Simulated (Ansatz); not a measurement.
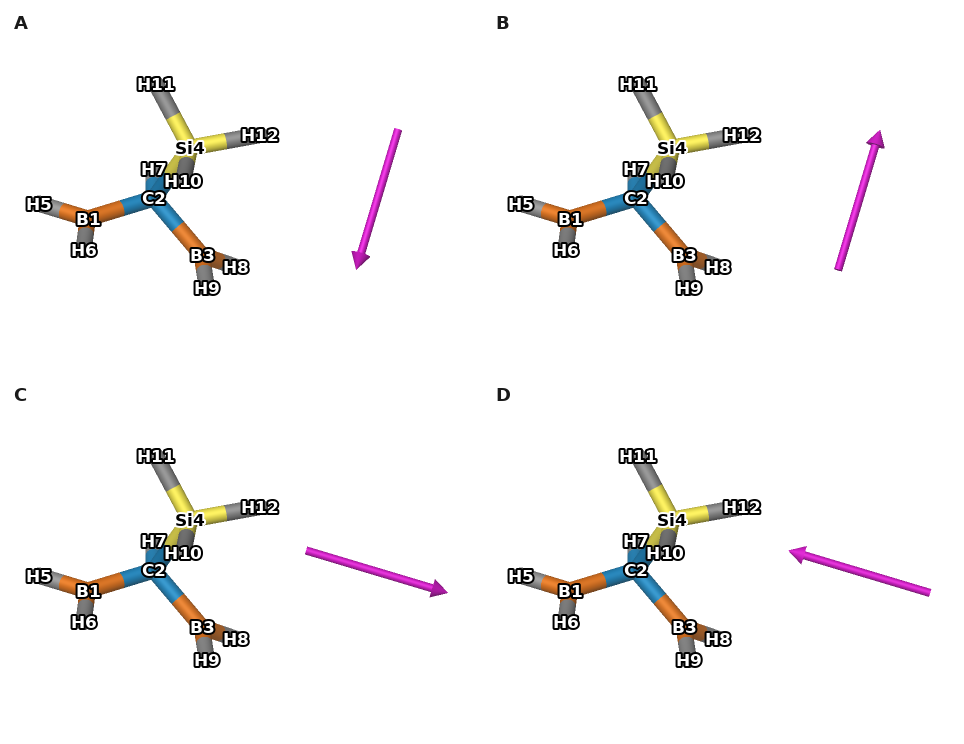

The same molecule four times, each with an arrow. The geometry was computed by an optimisation with PBE-D4/def2-SVP. No frequency run is at hand to confirm it as a minimum. Level of theory: RKS PBE-D4/def2-SVP (Ansatz 0.2.0).

Question: Which arrow points along the dipole moment, from the negative to the positive end?

Answer: B. The dipole moment is 0.90 D; it points from the side of H6, H9 to the side of H11 (the outermost atoms at the two ends).
